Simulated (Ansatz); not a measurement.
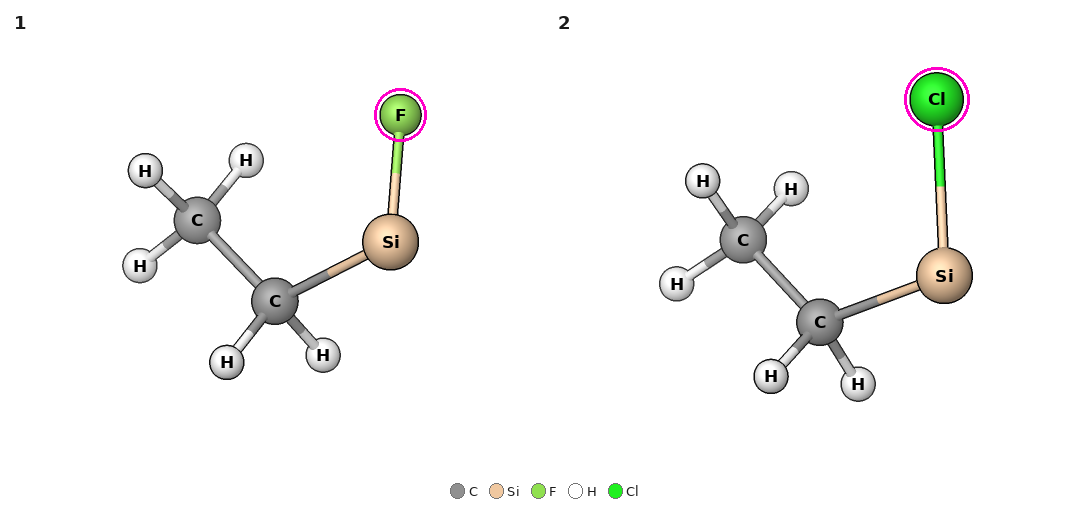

2 molecules with one skeleton, seen from the same side and at one scale; the atom that differs is circled. Each species is neutral and a spin singlet. Computed geometries: PBE0-D4/def2-TZVP optimisations, one conformation each. Properties computed with Ansatz 0.2.0.

One atom differs, called X below: F in panel 1, Cl in panel 2. Their formulas are C2H5FSi (`CC[Si]F`), C2H5ClSi (`CC[Si]Cl`).

**In which is the length of X–Si larger (PBE0-D4/def2-TZVP)?**

In panel 2 (X = Cl).

**In which is the harmonic X–Si stretching wavenumber higher (PBE0-D4/def2-TZVP)?**

In panel 1 (X = F).

Give the values. With PBE0-D4/def2-TZVP: length of X–Si (Å), angle C–Si–X (°), dipole moment (D), harmonic zero-point energy (kJ/mol), harmonic X–Si stretching wavenumber (cm⁻¹). With PBE0-D4/def2-SVP: HOMO energy (Kohn–Sham orbital) (eV), HOMO–LUMO gap (eV).

| quantity | 1 (F) | 2 (Cl) | 2 − 1 |
| --- | --- | --- | --- |
| length of X–Si (Å) | 1.621 | 2.091 | +0.470 |
| angle C–Si–X (°) | 100.1 | 101.5 | +1.4 |
| HOMO energy (Kohn–Sham orbital) (eV) | −6.41 | −6.49 | −0.08 |
| HOMO–LUMO gap (eV) | 4.48 | 4.19 | −0.29 |
| dipole moment (D) | 1.66 | 1.90 | +0.24 |
| harmonic zero-point energy (kJ/mol) | 174.9 | 172.8 | −2.1 |
| harmonic X–Si stretching wavenumber (cm⁻¹) | 827 | 512 | −315 |
